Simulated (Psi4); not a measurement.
# HF (hydrogen fluoride): levels of theory compared

We compute a comparison of 4 runs (HF/3-21G, HSE06/cc-pVTZ, TPSSh/cc-pVTZ, wB97X-V/cc-pVTZ) of HF (hydrogen fluoride). 

The calculation is run with Psi4 1.11.

## Step 1: The structure to begin with

HF has 2 atoms, charge 0, and is taken as a singlet. As SMILES, `F`. The F1–H2 distance was set to 1.058 Å, away from the relaxed value.

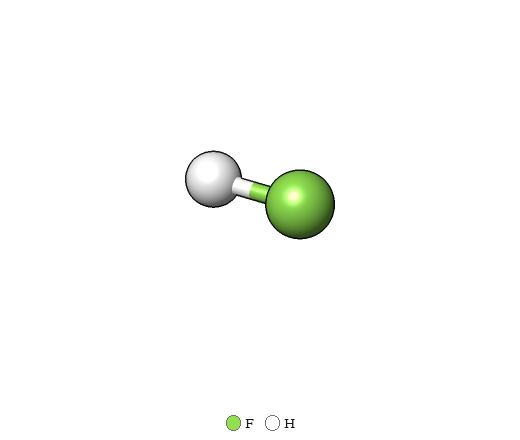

Viewed from a chosen angle; fluorine green, hydrogen white.

## Step 2: A single-point energy at HF/3-21G (run 1)

Input file calc.inp:

```
memory 1600 MB

molecule molecule1 {
  0 1
  F
  H 1 1.058
  units angstrom
  symmetry c1
  no_reorient
  no_com
}

set basis 3-21G
set reference rhf
set puream true
set e_convergence 1e-09
set d_convergence 1e-08
set scf_type pk

energy_value, wavefunction = energy('scf', return_wfn=True)
oeprop(wavefunction, 'MAYER_INDICES', 'QUADRUPOLE', 'LOWDIN_CHARGES')
```

Run with:

```
$ psi4 -i calc.inp -o calc.out -n 1
```

calc.out:

```text
[...]
  Running in c1 symmetry.
[...]
  Nuclear repulsion =    4.501507463166352
[...]
  Multiplicity = 1
[...]
  Nalpha       = 5
  Nbeta        = 5
[...]
    Number of basis functions: 11
[...]
   @RHF iter   1:   -99.39979283635786   -4.13920e-01   2.80546e-02 ADIIS/DIIS
[...]
   @RHF iter   9:   -99.44819001935005    0.00000e+00   4.47587e-10 DIIS
[...]
    Orbital Energies [Eh]
    ---------------------
    Doubly Occupied:
       1A    -26.120646     2A     -1.513725     3A     -0.657596
       4A     -0.590510     5A     -0.590510
[...]
  @RHF Final Energy:   -99.44819001935005
   => Energetics <=
    Nuclear Repulsion Energy =              4.5015074631663516
    One-Electron Energy =                -148.9534205138980951
    Two-Electron Energy =                  45.0037230313816892
    Total Energy =                        -99.4481900193500508
[...]
 Multipole Moments:
 ------------------------------------------------------------------------------------
     Multipole            Electronic (a.u.)      Nuclear  (a.u.)        Total (a.u.)
 ------------------------------------------------------------------------------------
 L = 1.  Multiply by 2.5417464519 to convert [e a0] to [Debye]
 Dipole X            :         -0.0000000            0.0000000           -0.0000000
 Dipole Y            :          0.0000000            0.0000000            0.0000000
 Dipole Z            :         -0.1042152            0.9921564            0.8879411
 Magnitude           :                                                    0.8879411
 L = 2.  Multiply by 1.3450342976 to convert [e a0^2] to [Debye ang]
 Quadrupole XX       :         -3.9264965            0.0000000           -3.9264965
 Quadrupole XY       :          0.0000000            0.0000000            0.0000000
[...]
```

Run time: 4.2 s. Hardware: 1 thread of Intel Xeon at 2.50GHz (Skylake/Cascade Lake), shared host; peak memory 0.18 GiB.

## Step 3: The energy at HSE06/cc-pVTZ (run 2)

Input file fh.py:

```python
import psi4

psi4.set_memory(1600000000)
psi4.set_num_threads(1)
psi4.core.set_output_file('psi4.out', False)

geom = psi4.geometry("""
0 1
F
H 1 1.058
symmetry c1
no_reorient
no_com
""")

psi4.set_options(dict(puream=True, e_convergence=1e-09, d_convergence=1e-08, scf_type='pk', dft_radial_points=99, dft_spherical_points=590))

e, wfn = psi4.energy("hse06/cc-pVTZ", return_wfn=True)
print(f'total energy {e:.8f} hartree = {e * 27.211386:.5f} eV')
```

Run with:

```
$ python fh.py
```

psi4.out:

```text
[...]
  Running in c1 symmetry.
[...]
  Nuclear repulsion =    4.501507463166352
[...]
  Multiplicity = 1
[...]
  Nalpha       = 5
  Nbeta        = 5
[...]
    Number of basis functions: 44
[...]
   @RKS iter   1:  -100.32167539875205   -2.41032e-01   9.57226e-03 ADIIS/DIIS
[...]
   @RKS iter   8:  -100.37880580111963   -8.44125e-12   3.73805e-09 DIIS
[...]
    Orbital Energies [Eh]
    ---------------------
    Doubly Occupied:
       1A    -24.737656     2A     -1.168734     3A     -0.509807
       4A     -0.393209     5A     -0.393209
[...]
  @RKS Final Energy:  -100.37880580111963
   => Energetics <=
    Nuclear Repulsion Energy =              4.5015074631663516
    One-Electron Energy =                -149.4215587553738942
    Two-Electron Energy =                  52.8013295585990718
    DFT Exchange-Correlation Energy =      -8.2600840675111407
    Empirical Dispersion Energy =           0.0000000000000000
    VV10 Nonlocal Energy =                  0.0000000000000000
    Total Energy =                       -100.3788058011196256
[...]
 Multipole Moments:
 ------------------------------------------------------------------------------------
     Multipole            Electronic (a.u.)      Nuclear  (a.u.)        Total (a.u.)
 ------------------------------------------------------------------------------------
 L = 1.  Multiply by 2.5417464519 to convert [e a0] to [Debye]
 Dipole X            :         -0.0000000            0.0000000           -0.0000000
 Dipole Y            :          0.0000000            0.0000000            0.0000000
 Dipole Z            :         -0.1883338            0.9921564            0.8038225
 Magnitude           :                                                    0.8038225
[...]
```

Standard output:

```text
total energy -100.37880580 hartree = -2731.44643 eV
```

Wall time 17 s (1 thread of Intel Xeon at 2.50GHz (Skylake/Cascade Lake), shared host); peak memory 0.38 GiB.

Run 3 isn't shown in full; the table further down has it.

## Step 4: The energy at wB97X-V/cc-pVTZ (run 4)

Input file calc.dat:

```
memory 1600 mb

molecule system {
  0 1
  F     -0.507038     0.187994    -0.255339
  H      0.390000    -0.144600     0.196400
  symmetry c1
  no_reorient
  no_com
}

set basis cc-pVTZ
set puream true
set e_convergence 1e-09
set d_convergence 1e-08
set scf_type pk
set dft_radial_points 99
set dft_spherical_points 590

energy("wb97x-v")
```

Run with:

```
$ psi4 -i calc.dat -o calc.out -n 1
```

calc.out:

```text
[...]
  Running in c1 symmetry.
[...]
  Nuclear repulsion =    4.501507329650988
[...]
  Multiplicity = 1
[...]
  Nalpha       = 5
  Nbeta        = 5
[...]
    Number of basis functions: 44
[...]
   @RKS iter   1:  -100.37340481451321   -3.35278e-01   9.13015e-03 ADIIS/DIIS
[...]
   @RKS iter   9:  -100.42948237884467   -1.32161e-12   3.97137e-09 DIIS
[...]
    Orbital Energies [Eh]
    ---------------------
    Doubly Occupied:
       1A    -24.741618     2A     -1.280755     3A     -0.620157
       4A     -0.504574     5A     -0.504574
[...]
  @RKS Final Energy:  -100.42948237884467
   => Energetics <=
    Nuclear Repulsion Energy =              4.5015073296509875
    One-Electron Energy =                -149.3802646332788697
    Two-Electron Energy =                  52.1203868246143287
    DFT Exchange-Correlation Energy =      -7.7144732815033246
    Empirical Dispersion Energy =           0.0000000000000000
    VV10 Nonlocal Energy =                  0.0433613816722066
    Total Energy =                       -100.4294823788446678
[...]
 Multipole Moments:
 ------------------------------------------------------------------------------------
     Multipole            Electronic (a.u.)      Nuclear  (a.u.)        Total (a.u.)
 ------------------------------------------------------------------------------------
 L = 1.  Multiply by 2.5417464519 to convert [e a0] to [Debye]
 Dipole X            :          8.5657467           -7.8864734            0.6792733
 Dipole Y            :         -3.1759137            2.9240602           -0.2518536
 Dipole Z            :          4.3136198           -3.9715448            0.3420750
 Magnitude           :                                                    0.8011602
[...]
```

It took 23 s on 1 thread of Intel Xeon at 2.50GHz (Skylake/Cascade Lake), shared host; peak memory 0.37 GiB.

## Step 5: The series

| run | level | integration grid | task | energy (Eh) | dipole moment (D) | HOMO energy (eV) | LUMO energy (eV) | wall time |
| --- | --- | --- | --- | --- | --- | --- | --- | --- |
| 1 | HF/3-21G | – | energy | -99.448190 | 2.26 | -16.07 | 5.88 | 4.2 s |
| 2 | HSE06/cc-pVTZ | 99 radial × 590 angular | energy | -100.378806 | 2.04 | -10.70 | -0.35 | 17 s |
| 3 | TPSSh/cc-pVTZ | 99 radial × 590 angular | gradient | -100.460892 | 2.00 | -9.90 | -0.39 | 17 s |
| 4 | wB97X-V/cc-pVTZ | 99 radial × 590 angular | energy | -100.429482 | 2.04 | -13.73 | 2.20 | 23 s |

## Step 6: What came out

| quantity | value |
| --- | --- |
| run 4: total energy | -100.42948 Eh |
| run 4: dipole moment | 2.04 D |
| run 4: HOMO energy | -13.73 eV |
| run 4: LUMO energy | 2.20 eV |
| run 4: HOMO–LUMO gap | 15.93 eV |

The dipole moment (its size) runs from 2.00 D (TPSSh/cc-pVTZ) to 2.26 D (HF/3-21G). The two ends differ in method and basis. The HOMO–LUMO gap runs from 9.51 eV (TPSSh/cc-pVTZ) to 21.94 eV (HF/3-21G). Totals of different functionals can't be ranked against each other. All runs together took 61 s, the longest 23 s.
